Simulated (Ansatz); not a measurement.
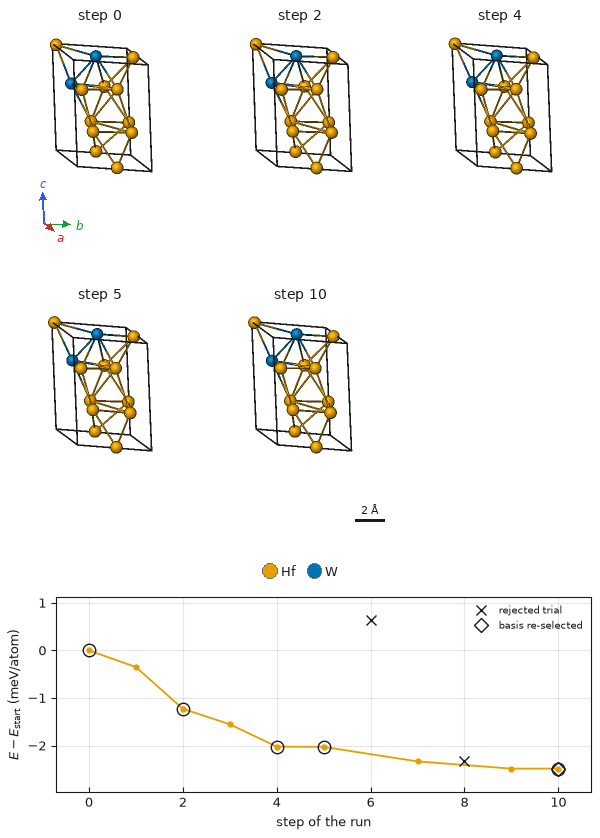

Frames of a relaxation of crystalline Hf5W (a generated structure, set up in P1) (coarse preliminary run), marked on the history of the run. A ball-and-stick model of the cell of the calculation, seen slightly off an axis.

Case: elements placed on the bcc lattice at random, relaxed further on a centred mesh.

Theory: DFT PBE, scalar-relativistic, plane waves, PAW in Ansatz 0.2.0. Set-up: plane-wave cutoff 420 eV; k-point mesh 4 × 4 × 3; occupations gaussian; smearing width 0.1 eV; no spin polarisation; cell and atoms relaxed; force threshold 0.04 eV/Å; at most 25 steps.

**Describe the path.**

The atom that moves furthest relative to the cell is a W atom (0.15 Å roughly along [3 2 2]). By element the largest moves are W 0.15 Å, Hf 0.12 Å. The drawn cell changes at constant volume: a 5.977 → 5.963 Å (−0.2 %), b 6.159 → 6.123 Å (−0.6 %), c 7.418 → 7.475 Å (+0.8 %), α 96.7° → 98.0°, β 98.4° → 97.4°, γ 107.2° → 107.1°. Among the contacts that change: Hf–W 3.256 → 3.495 Å, Hf–W 3.425 → 3.225 Å, Hf–W 3.210 → 3.017 Å, Hf–W 3.055 → 3.237 Å. The space group stays P1 (No. 1). Over 7 accepted moves (10 points after the start) the energy falls by 2.5 meV per atom. The largest force component goes from 0.15 to 0.035 eV/Å. Pressure: −0.13 GPa at the start and 0.04 GPa at the end. The line search rejected the trial steps at points 6, 8 of the run. The SCF was repeated once at an unchanged geometry on a basis and grid sized afresh for the cell, which shifted the energy by less than 0.05 meV per atom at most. The run took 3.7 min on 4 threads of Intel(R) Xeon(R) 6975P-C (Granite Rapids), with other jobs on the host, peak memory 1.8 GiB. From step 0 to 2: a W atom moves most (0.05 Å), energy −1.2 meV per atom. From step 2 to 4: Hf and W atoms move most (0.09 Å), energy −0.8 meV per atom. From step 4 to 5: a W atom moves most (0.05 Å), energy 0.0 meV per atom. From step 5 to 10: a Hf atom moves most (0.04 Å), energy −0.5 meV per atom.
